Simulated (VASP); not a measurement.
Band structure of Sb (space group I4/mcm). Method: LDA (Ceperley-Alder, Perdew-Zunger), VASP's LDA PAW potentials (set 64) (plane waves; VASP 6.6.1).

Unless said otherwise, spin-orbit coupling is left out, though it shifts the bands of the heavy elements here.

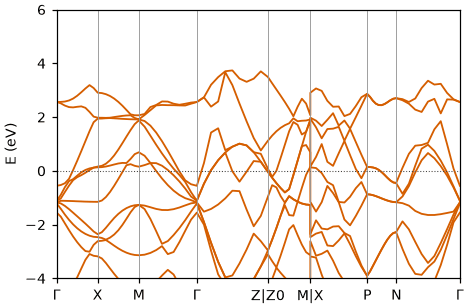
Figure: Bands along high-symmetry lines, zero at the valence-band maximum or, without a gap, the Fermi level

Task: Read the plot: is there a gap, and where are the band edges?

Result: It has no gap at this level: it comes out as a metal or semimetal. (Edges off the drawn lines would not show.)

The structure comes from a computed database's Sb entry (I4/mcm); how it stands against other phases isn't given here. It was relaxed first.
